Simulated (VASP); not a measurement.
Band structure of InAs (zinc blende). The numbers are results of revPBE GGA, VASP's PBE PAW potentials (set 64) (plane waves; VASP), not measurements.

Unless said otherwise, spin-orbit coupling is left out, though it shifts the bands of the heavy elements here.

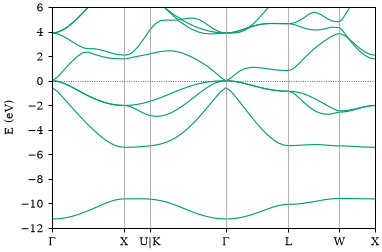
Fig. 1. Bands along high-symmetry lines, zero at the valence-band maximum or, without a gap, the Fermi level

Question: Read the plot: is there a gap, and where are the band edges?

Answer: It has no gap at this level: it comes out as a metal or semimetal. (Edges off the drawn lines would not show.)

The compound is InAs in the zinc blende structure. It was relaxed first, which changed the volume by +9 %.
